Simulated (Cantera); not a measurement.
Input: 1 mol SiF4, 1.3 mol H2O, 0.91 mol H2, 3 mol N2O, held at 10.5 Torr.

Equilibrium computed with Cantera from the NASA thermochemical tables; the gas is ideal and each condensed phase is pure. Candidate condensed phases: H2O, Si, SiO2, Si2N2O, Si3N4; 58 gas species. The tables' values for SiF3, SiO2 are old estimates; treat these amounts as uncertain. The tables hold silica as quartz up to 1696 K and as liquid above; real silica turns to tridymite and cristobalite and melts near 1996 K. Kinetics and transport are ignored.

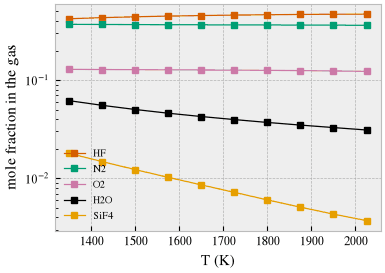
Equilibrium gas composition (values under 1e-9 drawn at 1e-9)

From 1350 K to 1650 K the condensed part is SiO2(β-quartz). From 1725 K to 1950 K the condensed part is SiO2(condensed). At 2025 K the condensed part is SiO2(l). The main Si-bearing gas is SiF4 throughout. The share of Si in condensed phases is highest at 2025 K (96.8 %) and lowest at 1350 K (85.5 %).
